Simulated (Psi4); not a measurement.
# wB97X-V/def2-TZVP run of CH6B− ([BMeH3]-)

Aim: the vertical ionisation energy of CH6B− ([BMeH3]-) at wB97X-V/def2-TZVP, from 2 runs. Input form: an ASE script.

The calculation is run with Psi4 1.11.

**1. The system as given**

CH6B− has 8 atoms, charge -1, and is taken as a singlet. As SMILES, `[H][B-]([H])([H])C`. The shape is that of a GFN2-xTB optimisation.

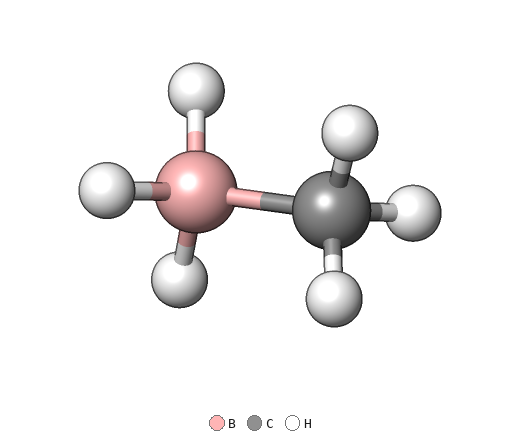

Viewed from a chosen angle; boron pink, carbon grey, hydrogen white.

**2. The energy at wB97X-V/def2-TZVP**

File run_ase.py:

```python
import numpy as np
from ase.calculators.psi4 import Psi4
from ase import Atoms

atoms = Atoms(['B', 'C', 'H', 'H', 'H', 'H', 'H', 'H'], positions=[
    [-0.002120, 0.003030, -0.820260],
    [0.002160, -0.002850, 0.828840],
    [-1.010180, 0.041900, 1.245300],
    [0.550190, 0.849940, 1.244930],
    [0.469650, -0.905360, 1.238890],
    [1.151450, -0.035240, -1.249110],
    [-0.546150, 1.024230, -1.240270],
    [-0.615010, -0.975650, -1.248310],
])
calc = Psi4(atoms=atoms, method='wb97x-v', basis='def2-TZVP', memory='1600MB', num_threads=1, charge=-1, multiplicity=1, label='calc', reference='rks')
calc.psi4.set_options({'puream': True, 'e_convergence': 1e-09, 'd_convergence': 1e-08, 'scf_type': 'pk', 'dft_radial_points': 99, 'dft_spherical_points': 590})
atoms.calc = calc

print(f'energy: {atoms.get_potential_energy():.6f} eV')
```

Run with:

```
python run_ase.py
```

calc.dat:

```text
[...]
  Running in c1 symmetry.
[...]
  Nuclear repulsion =   35.575081270040862
[...]
  Multiplicity = 1
[...]
  Nalpha       = 9
  Nbeta        = 9
[...]
    Number of basis functions: 98
[...]
   @RKS iter   1:   -66.30749726613449   -5.52001e-01   6.90215e-03 DIIS/ADIIS
[...]
   @RKS iter  10:   -66.57646122727525   -4.21210e-11   7.65019e-09 DIIS
[...]
    Orbital Energies [Eh]
    ---------------------
    Doubly Occupied:
       1A    -10.024910     2A     -6.538056     3A     -0.598366
       4A     -0.369756     5A     -0.291502     6A     -0.291399
       7A     -0.168242     8A     -0.154198     9A     -0.154130
[...]
  @RKS Final Energy:   -66.57646122727525
   => Energetics <=
    Nuclear Repulsion Energy =             35.5750812700408616
    One-Electron Energy =                -162.0780956539067006
    Two-Electron Energy =                  67.6516682287535929
    DFT Exchange-Correlation Energy =      -7.7961294678612756
    Empirical Dispersion Energy =           0.0000000000000000
    VV10 Nonlocal Energy =                  0.0710143956982724
    Total Energy =                        -66.5764612272752458
[...]
 Multipole Moments:
 ------------------------------------------------------------------------------------
     Multipole            Electronic (a.u.)      Nuclear  (a.u.)        Total (a.u.)
 ------------------------------------------------------------------------------------
 L = 1.  Multiply by 2.5417464519 to convert [e a0] to [Debye]
 Dipole X            :          0.0017036            0.0015682            0.0032718
 Dipole Y            :         -0.0014513           -0.0028938           -0.0043451
 Dipole Z            :          0.7325137            0.6284075            1.3609212
 Magnitude           :                                                    1.3609321
[...]
```

Standard output:

```text
energy: -1811.637787 eV
```

It took 2 min on 1 thread of AMD EPYC 7R43 (Zen 3), shared host; peak memory 0.91 GiB.

**3. Doublet neutral CH6B at the same level**

File ch6b.xyz:

```xyz
8
CH6B
B     -0.002120     0.003030    -0.820260
C      0.002160    -0.002850     0.828840
H     -1.010180     0.041900     1.245300
H      0.550190     0.849940     1.244930
H      0.469650    -0.905360     1.238890
H      1.151450    -0.035240    -1.249110
H     -0.546150     1.024230    -1.240270
H     -0.615010    -0.975650    -1.248310
```

File run_ase.py:

```python
import numpy as np
from ase.calculators.psi4 import Psi4
from ase.io import read

a = read('ch6b.xyz')
calc = Psi4(atoms=a, method='wb97x-v', basis='def2-TZVP', memory='1600MB', num_threads=1, charge=0, multiplicity=2, label='calc', reference='uks')
calc.psi4.set_options({'puream': True, 'e_convergence': 1e-09, 'd_convergence': 1e-08, 'scf_type': 'pk', 'dft_radial_points': 99, 'dft_spherical_points': 590, 'maxiter': 200})
a.calc = calc

print(f'energy: {a.get_potential_energy():.6f} eV')
```

Run with:

```
python run_ase.py
```

calc.dat:

```text
[...]
  Running in c1 symmetry.
[...]
  Nuclear repulsion =   35.575081270040862
[...]
  Multiplicity = 2
[...]
  Nalpha       = 9
  Nbeta        = 8
[...]
    Number of basis functions: 98
[...]
   @UKS iter   1:   -66.26812062163630   -5.12624e-01   5.33582e-03 DIIS/ADIIS
[...]
   @UKS iter  41:   -66.41985130557600   -2.25810e-11   6.65462e-09 DIIS
[...]
   @S^2 Observed:                7.567198213E-01
[...]
    Orbital Energies [Eh]
    ---------------------
    Alpha Occupied:
       1A    -10.256990     2A     -6.828840     3A     -0.832026
       4A     -0.657996     5A     -0.530346     6A     -0.520946
       7A     -0.451588     8A     -0.429721     9A     -0.428993
    Alpha Virtual:
      10A      0.104610    11A      0.138265    12A      0.153602
      13A      0.154745    14A      0.210012    15A      0.218819
      16A      0.220818    17A      0.234367    18A      0.241961
      19A      0.286174    20A      0.316467    21A      0.321639
      22A      0.344758    23A      0.408036    24A      0.499584
      25A      0.503328    26A      0.509604    27A      0.517461
[...]
  @UKS Final Energy:   -66.41985130557600
   => Energetics <=
    Nuclear Repulsion Energy =             35.5750812700408616
    One-Electron Energy =                -157.7331297021365515
    Two-Electron Energy =                  63.3294375052773191
    DFT Exchange-Correlation Energy =      -7.6593836603663608
    Empirical Dispersion Energy =           0.0000000000000000
    VV10 Nonlocal Energy =                  0.0681432816087279
    Total Energy =                        -66.4198513055760031
[...]
 Multipole Moments:
 ------------------------------------------------------------------------------------
     Multipole            Electronic (a.u.)      Nuclear  (a.u.)        Total (a.u.)
 ------------------------------------------------------------------------------------
 L = 1.  Multiply by 2.5417464519 to convert [e a0] to [Debye]
 Dipole X            :         -0.0498897            0.0015682           -0.0483215
 Dipole Y            :         -0.0805007           -0.0028938           -0.0833946
 Dipole Z            :         -0.4514221            0.6284075            0.1769854
 Magnitude           :                                                    0.2015278
[...]
```

On the terminal:

```text
energy: -1807.376214 eV
```

Wall time 7.8 min (1 thread of AMD EPYC 7R43 (Zen 3), shared host); peak memory 0.91 GiB.

**4. Results**

Level: wB97X-V/def2-TZVP.

| quantity | value |
| --- | --- |
| singlet CH6B−: total energy | -66.57646 Eh |
| singlet CH6B−: HOMO energy | -4.19 eV |
| singlet CH6B−: LUMO energy | 7.58 eV |
| singlet CH6B−: HOMO–LUMO gap (to an unbound level, set by the basis) | 11.78 eV |
| doublet neutral CH6B: total energy | -66.41985 Eh |
| doublet neutral CH6B: dipole moment | 0.51 D |
| doublet neutral CH6B: HOMO energy (highest over α and β) | -10.97 eV |
| doublet neutral CH6B: LUMO energy (lowest over α and β) | -4.32 eV |
| doublet neutral CH6B: ⟨S²⟩ | 0.757 |
| vertical detachment energy (to the doublet neutral) | 4.262 eV |

What this shows: Removing an electron at fixed nuclei costs 4.26 eV (98 kcal/mol). The negative HOMO energy of the first species, 4.19 eV, lies 0.07 eV below that difference.
